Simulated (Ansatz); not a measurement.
**CuC₁₈ (slab): density, localisation and related maps**

```xyz
19
Lattice="7.3980 0.0000 0.0000 -3.6990 6.4069 0.0000 0.0000 0.0000 13.0000" Properties=species:S:1:pos:R:3 pbc="T T T"
C     0.0018    0.0036    0.9848
C     1.2339    0.7114    0.9733
C     6.1646    2.1359    0.9782
C    -0.0010    2.8469    0.9825
C    -2.4626    4.2713    0.9863
C    -1.2331    4.9847    0.9759
C     2.4657    0.0002    0.9805
C     3.6976    0.7112    0.9759
C     1.2308    2.1324    0.9848
C     2.4665    2.8324    1.0278
C    -0.0053    4.2712    0.9906
C     1.2199    4.9907    1.0416
C     4.9294    0.0046    0.9905
C     6.1650    0.7131    0.9825
C     3.7006    2.1328    0.9862
C     4.9324    2.8473    0.9837
C     2.4679    4.2701    1.1136
C     3.7122    4.9903    1.0280
Cu    2.3502    4.3405    3.1531
```

Spin-polarised.

Method: Ansatz, DFT PBE, scalar-relativistic, plane waves, PAW.

Core electrons are frozen (PAW), and the valence fields are smoothed inside the atomic spheres.

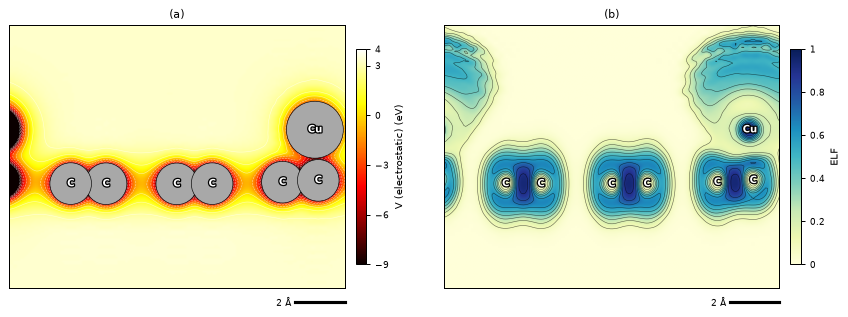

Figure 1. (a) electrostatic potential energy of an electron; (b) electron localisation function on the (110) plane of the calculation cell, a cut from vacuum to vacuum. Grey discs cover the atomic cores in the potential map.

Interpret the plot.

Atoms in the plane: C and Cu. C–C (1.42 Å): the ELF peaks at about 0.95 between the atoms (a covalent bond). Cu–C (2.04 Å): the ELF peaks at about 0.70 in the valence shell of C, 0.7 Å from its nucleus, and is about 0.30 at the midpoint. The features right at Cu lie inside the PAW spheres, where the map follows smoothed inner orbitals and isn't to be read closely. Outside the cores the potential energy rises away from the atoms and is highest in the vacuum; its zero is arbitrary.

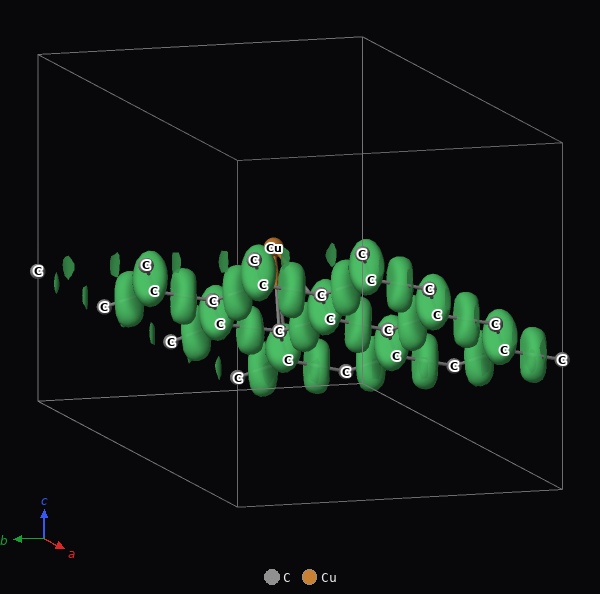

Figure 2. Isosurface of the ELF at 0.8 (green), seen at an oblique angle. Core shells and regions of very low density are left out. Sticks mark near contacts.

Where are the electrons localised?

The surface consists of 27 regions between bonded C–C atoms (shared pairs), counted in one cell of 19 atoms. Counts are for one cell; the picture repeats the cell along the surface.
